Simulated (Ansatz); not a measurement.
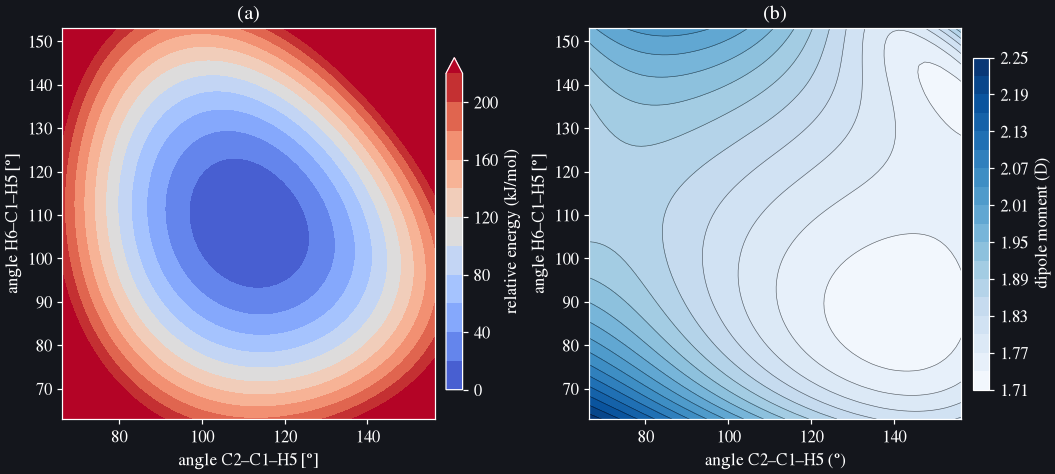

C2H4F, SMILES C[CH]F, spin multiplicity 2. 
- The first coordinate is: angle C2–C1–H5; the second: angle H6–C1–H5.
- Nothing is relaxed (all other coordinates rigid).
- The grid has 15 × 15 points.
- Points are written as (first, second).
- All energies are given in kJ/mol relative to the lowest grid point.
- Computed with UHF/def2-TZVP in Ansatz.

Panel (a) is the energy; panel (b) is the computed dipole moment, in D.

The picture shows filled contours, one colour for all values above the top of the scale. Between grid points the surface is interpolated.

**How does the dipole moment vary over the map, and what is it at the lowest grid point?**

Leaving out the highest fifth of the energies, it runs from 1.72 D at (143.4°, 88.7°) to 2.06 D at (92.0°, 63.0°). At the lowest grid point, (111.3°, 108.0°), it is 1.79 D.

```tsv
angle H6–C1–H5 ↓, angle C2–C1–H5 →	66.3	72.7	79.1	85.6	92.0	98.4	104.9	111.3	117.7	124.1	130.6	137.0	143.4	149.9	156.3
153.0	1.97	2.00	2.02	2.02	2.02	2.00	1.98	1.95	1.91	1.86	1.82	1.78	1.78	1.82	1.91
146.6	1.93	1.96	1.97	1.98	1.97	1.96	1.94	1.92	1.89	1.85	1.81	1.77	1.75	1.75	1.79
140.2	1.90	1.93	1.94	1.94	1.94	1.92	1.91	1.89	1.87	1.84	1.81	1.78	1.75	1.73	1.74
133.7	1.88	1.90	1.91	1.91	1.91	1.89	1.88	1.86	1.84	1.82	1.80	1.78	1.76	1.74	1.73
127.3	1.87	1.89	1.89	1.89	1.88	1.87	1.86	1.84	1.82	1.81	1.79	1.78	1.76	1.75	1.74
120.9	1.87	1.88	1.88	1.87	1.86	1.85	1.83	1.82	1.81	1.79	1.78	1.77	1.76	1.75	1.75
114.4	1.87	1.88	1.87	1.86	1.85	1.83	1.82	1.80	1.79	1.78	1.77	1.76	1.75	1.75	1.75
108.0	1.88	1.88	1.87	1.86	1.84	1.82	1.80	1.79	1.77	1.76	1.75	1.75	1.74	1.74	1.75
101.6	1.90	1.89	1.88	1.86	1.84	1.81	1.79	1.78	1.76	1.75	1.74	1.74	1.73	1.74	1.74
95.2	1.92	1.91	1.89	1.86	1.84	1.81	1.79	1.77	1.75	1.74	1.73	1.73	1.72	1.73	1.74
88.7	1.96	1.94	1.91	1.88	1.85	1.82	1.80	1.77	1.75	1.74	1.73	1.72	1.72	1.72	1.74
82.3	2.00	1.98	1.94	1.91	1.87	1.84	1.81	1.78	1.76	1.74	1.73	1.72	1.72	1.73	1.74
75.9	2.07	2.03	1.99	1.95	1.91	1.88	1.84	1.81	1.78	1.76	1.75	1.74	1.73	1.74	1.75
69.4	2.15	2.10	2.06	2.02	1.97	1.93	1.89	1.86	1.83	1.80	1.78	1.77	1.76	1.77	1.78
63.0	2.24	2.20	2.15	2.11	2.06	2.02	1.97	1.93	1.90	1.87	1.84	1.83	1.82	1.82	1.83
```
